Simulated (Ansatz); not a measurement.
SiNH3F: several calculations on one system

Part 1: Relaxation

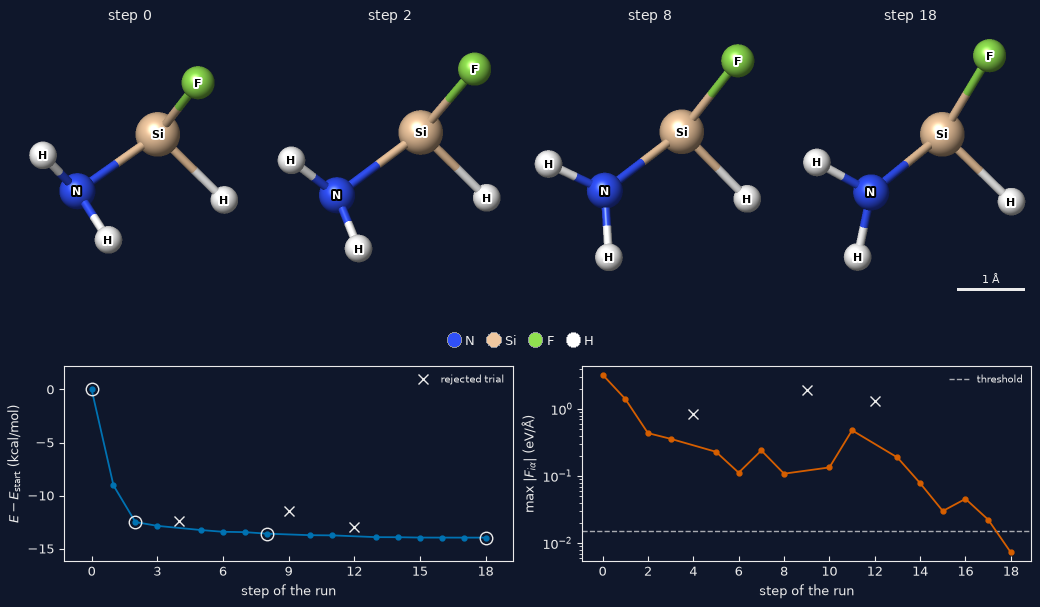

Frames of a relaxation of SiNH3F (multiplicity 2), marked on the history of the run. The picture is a ball-and-stick view, seen at a tilt.

The run prepares an end point of a later path (torsion) calculation, from a guessed geometry.

All numbers below come from Ansatz 0.2.0, UKS PBE/def2-SVP. Settings: collinear spin; force threshold 0.015 eV/Å; at most 40 steps.

### What happens along the run?

The energy falls by 14.0 kcal/mol in 15 accepted moves (18 points after the start). Largest force component: 3.3 eV/Å at the start, 0.0073 eV/Å at the end. The line search rejected the trial steps at points 4, 9, 12 of the run. The largest move after the best rigid fit is that of an H atom, 0.70 Å. Largest moves by element: H 0.70 Å, F 0.52 Å, N 0.45 Å, Si 0.10 Å. Near-neighbour distances that change, for instance: N–Si 1.652 → 1.742 Å, F–Si 1.578 → 1.650 Å, H–N 1.076 → 1.024 Å, H–Si 1.487 → 1.518 Å. Bond angles that change, for instance: Si–N–H 106.6° → 118.1°, H–N–H 101.7° → 110.6°, Si–N–H 112.8° → 120.9°. From step 0 to 2: the F atom moves most (0.33 Å), energy −12.5 kcal/mol. From step 2 to 8: an H atom moves most (0.28 Å), energy −1.10 kcal/mol. From step 8 to 18: an H atom moves most (0.31 Å), energy −0.37 kcal/mol.

Part 2: Relaxation

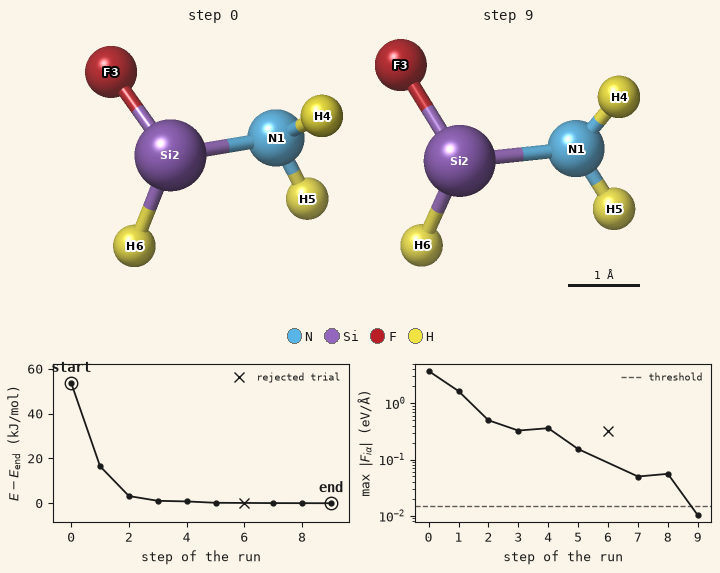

First and last geometry of a relaxation of SiNH$_{3}$F (multiplicity 2), with the history of the run. The picture is a ball-and-stick view, seen at a tilt.

The run prepares an end point of a later path (torsion) calculation, from a guessed geometry.

The calculation used UKS PBE/def2-SVP (Ansatz). Settings: collinear spin; force threshold 0.015 eV/Å; at most 40 steps.

> Did the run converge, and what did it change?

It converged. H4 moves most after the best rigid fit: 0.41 Å. By element the largest moves are H 0.41 Å, F 0.22 Å, N 0.20 Å, Si 0.11 Å. Near-neighbour distances that change, for instance: N1–Si2 1.652 → 1.742 Å, Si2–F3 1.578 → 1.650 Å, N1–H4 1.076 → 1.024 Å, Si2–H6 1.487 → 1.519 Å. Among the angles between lasting bonds that change: Si2–N1–H4 106.6° → 120.8°, H4–N1–H5 101.7° → 110.6°, N1–Si2–F3 101.9° → 108.0°. The energy falls by 53.7 kJ/mol in 8 accepted moves (9 points after the start). Largest force component: 3.7 eV/Å at the start, 0.01 eV/Å at the end. The line search rejected the trial step at point 6 of the run. The run took about 21 core-seconds on a shared host.

Part 3: Path

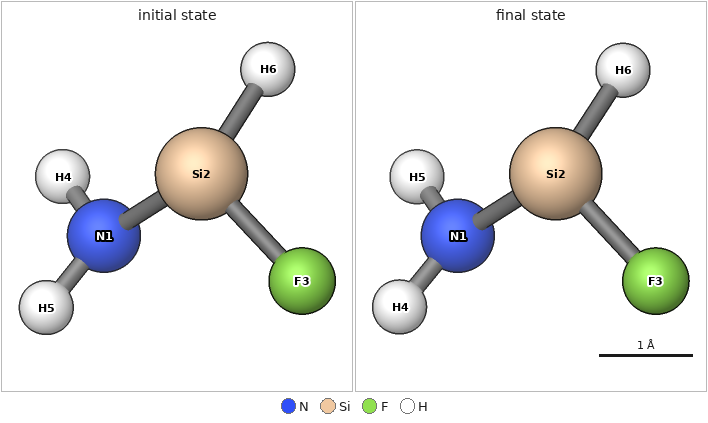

The two relaxed end points of a path for SiNH$_{3}$F (multiplicity 2). The picture is a ball-and-stick view, seen at a tilt.

These are results of Ansatz 0.2.0, UKS PBE/def2-SVP, not measurements.

Input file:
```yaml
crystal:
  periodic: [false, false, false]
  atoms:
    - { symbol: "N", position_ang: [-0.361859, 0.215377, -0.760972] }
    - { symbol: Si, position_ang: [0.199957, -0.5359, 0.706808] }
    - { symbol: F, position_ang: [1.836902, -0.709762, 0.592836] }
    - { symbol: H, position_ang: [-1.225988, 0.76418, -0.722071] }
    - { symbol: H, position_ang: [-0.281944, -0.265982, -1.661192] }
    - { symbol: H, position_ang: [-0.124968, 0.468288, 1.798392] }
magnetization:
  spin_polarized: true
  initial_magnetization: 1
basis:
  gaussian: { orbitals: def2-SVP }
hamiltonian:
  xc: pbe
neb:
  order_check: false
  images: 5
  f_tol: 0.03
  max_iterations: 60
  initial_path: idpp
  final_atoms:
    - { symbol: "N", position_ang: [-0.36230408, 0.21485693, -0.76153898] }
    - { symbol: Si, position_ang: [0.19937283, -0.53568626, 0.7063914] }
    - { symbol: F, position_ang: [1.83635179, -0.71055727, 0.59427601] }
    - { symbol: H, position_ang: [-0.28354758, -0.26762906, -1.66125752] }
    - { symbol: H, position_ang: [-1.2249891, 0.76613241, -0.72289819] }
    - { symbol: H, position_ang: [-0.12278387, 0.46908426, 1.79882829] }
```

Launched with:
```bash
ansatz run input.yaml --threads 1 --pin off --max-ram 2048MiB --backend cpu --events-out ev --progress --plain --runs-dir out
```

> Predict the minimum-energy path and its barrier.

The two ends have the same energy, and the highest point, image 3, lies 0.074 eV above the start. The motion is a rotation about the N1–Si2 bond. No bond forms or breaks between the ends. Bond angles that change up to the highest image, for instance: N1–Si2–H6 104.6° → 111.4°, F3–Si2–H6 109.4° → 104.1°. The band converged in 9 iterations. The largest component of the band force went from 0.86 to 0.03 eV/Å. The climbing image converged on the top of the path. Its vibrational analysis gives one imaginary mode (175i cm⁻¹), as a transition state must have.

Energies of the converged images:

| image | path (Å) | E (eV) |
| --- | --- | --- |
| 0 | 0.00 | 0.000 |
| 1 | 0.59 | 0.021 |
| 2 | 1.18 | 0.052 |
| 3 | 1.77 | 0.074 |
| 4 | 2.30 | 0.050 |
| 5 | 2.83 | 0.019 |
| 6 | 3.37 | 0.000 |

The geometry at the top of the path:

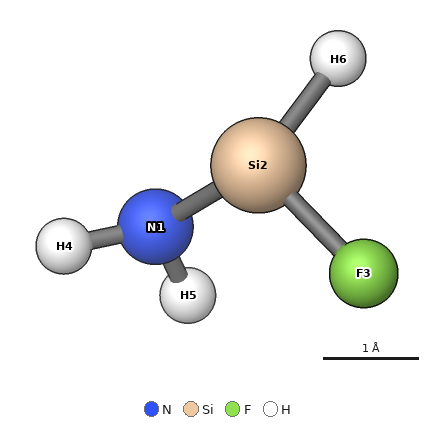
